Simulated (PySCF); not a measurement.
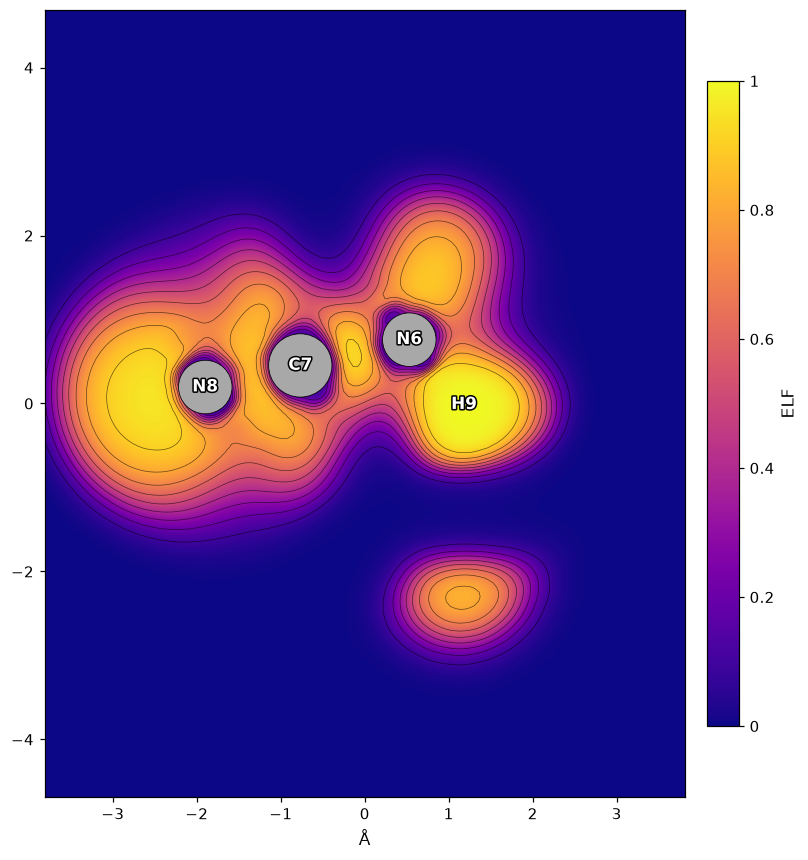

Figure 1: SiH₄···CH₂N₂. Electron localisation function on the plane of atoms C7, N6 and H9. Grey discs cover the atomic cores.

Geometry: PBE0-D3(BJ)/def2-SVPD.

All numbers below come from wB97M-D3(BJ)/def2-TZVPD, SCF density, gas phase (PySCF).

```xyz
10

Si    0.0709   -0.2607   -0.1874
H     1.1163   -0.4720    0.8524
H     0.6056    0.5455   -1.3180
H    -1.0926    0.4496    0.4287
H    -0.4046   -1.5855   -0.6889
N    -2.8767    0.3966   -2.1921
C    -2.1605    1.4122   -2.6751
N    -1.5697    2.3151   -3.1035
H    -2.9096    0.2970   -1.1855
H    -2.8487   -0.4729   -2.7081
```

Describe what can be read from this map.

Atoms in the plane: N, C and H. C–N (1.16 Å): the ELF peaks at about 0.85 between the atoms (a short, multiple covalent bond). N–H (1.01 Å): the ELF climbs to about 1 towards the hydrogen, as it does in any bond to H; a covalent bond by its length. C–N (1.33 Å): the ELF peaks at about 0.90 between the atoms (localised, covalent bonding). The ELF also peaks beside N8, away from the bonds: lone-pair regions.
